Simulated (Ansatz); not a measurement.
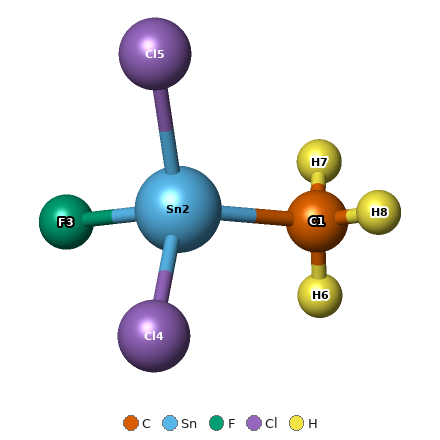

The system is CH3Cl2FSn, SMILES [CH3][Sn]([F])([Cl])[Cl]; the picture shows the reference structure. 
- The first coordinate is: angle Cl4–Sn2–C1; the second: angle H8–C1–Sn2.
- Nothing is relaxed (all other coordinates rigid).
- The scan uses a 9 × 9 grid.
- Points are written as (first, second).
- Energies: kJ/mol, counted from the lowest grid point.
- These are results of Ansatz, RKS B3LYP-D4/def2-SVP, not measurements.

Its coordinates:

```xyz
8

C    -0.7716   -0.2278    0.9581
Sn    0.5787    0.1176   -0.6678
F     2.0303   -1.1664   -0.6163
Cl   -0.4008   -0.1501   -2.7839
Cl    1.6191    2.2206   -0.6030
H    -1.1860   -1.2388    0.8494
H    -0.2078   -0.1368    1.8959
H    -1.5698    0.5246    0.9118
```

Range: angle Cl4–Sn2–C1 from 78.8 to 148.8°; angle H8–C1–Sn2 from 73.4 to 143.4°.

Question: What landscape does the calculation give?

Answer: The lowest grid point is at (113.8°, 108.4°). It is the only kind of minimum in the scanned range. The highest grid point, (78.8°, 143.4°), lies 167 kJ/mol above the lowest. Round the minimum the two coordinates are nearly uncoupled.

| angle H8–C1–Sn2 ↓, angle Cl4–Sn2–C1 → | 78.8 | 87.5 | 96.3 | 105.0 | 113.8 | 122.5 | 131.3 | 140.0 | 148.8 |
| --- | --- | --- | --- | --- | --- | --- | --- | --- | --- |
| 143.4 | 167 | 121 | 94 | 79 | 73 | 77 | 91 | 113 | 147 |
| 134.7 | 135 | 89 | 62 | 47 | 42 | 46 | 59 | 81 | 115 |
| 125.9 | 110 | 65 | 38 | 24 | 19 | 23 | 36 | 58 | 92 |
| 117.2 | 95 | 50 | 24 | 9 | 5 | 9 | 22 | 44 | 78 |
| 108.4 | 89 | 44 | 18 | 4 | 0 | 4 | 18 | 40 | 74 |
| 99.7 | 92 | 48 | 22 | 9 | 5 | 9 | 23 | 45 | 79 |
| 90.9 | 105 | 61 | 36 | 23 | 20 | 25 | 39 | 61 | 95 |
| 82.2 | 129 | 85 | 61 | 49 | 46 | 52 | 66 | 89 | 123 |
| 73.4 | 165 | 122 | 99 | 87 | 85 | 91 | 106 | 129 | 163 |

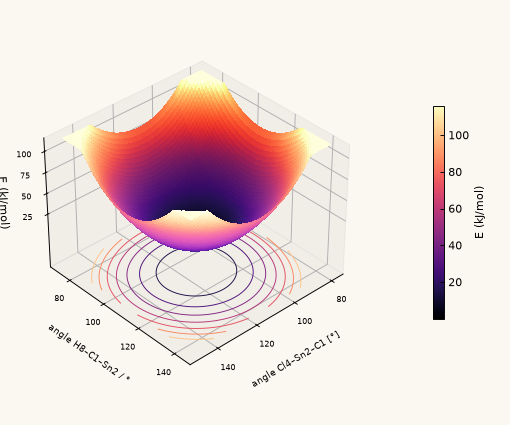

In the figure: a relief with its contours projected below, any walls above the top of the colour scale cut off. Between grid points the surface is interpolated.

Each point was launched as `ansatz run input.yaml --threads 1 --pin off --max-ram 2560MiB --backend cpu --events-out ev --progress --plain --runs-dir out`. The whole map (81 points run) took 7.2 min on 1 thread of Arm Neoverse V2, with other jobs on the host.
